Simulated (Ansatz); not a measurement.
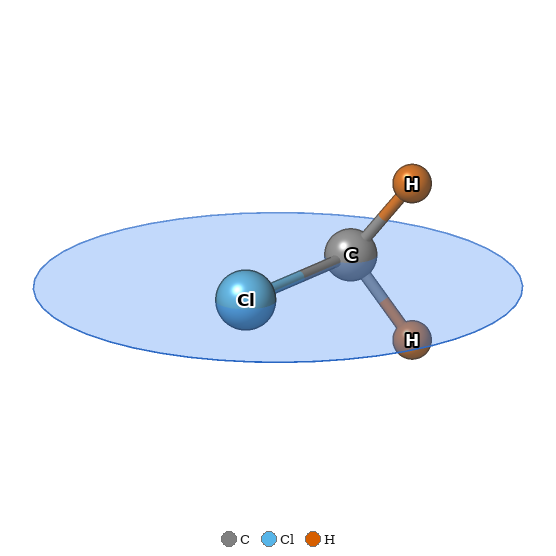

All proper rotation axes (lines) and mirror planes (discs) of the structure are drawn in. Depth is shown by fading: the farther an atom, the more it takes the colour of the background. Charge −1, singlet. Computed geometry: PBE0-D4/def2-TZVPD optimisation. No frequency run is at hand to confirm it as a minimum.

> Name the symmetry elements and the point group.

It has 1 mirror plane. Point group Cs. The group has 2 operations. The geometry is achiral, and symmetry allows a dipole moment.
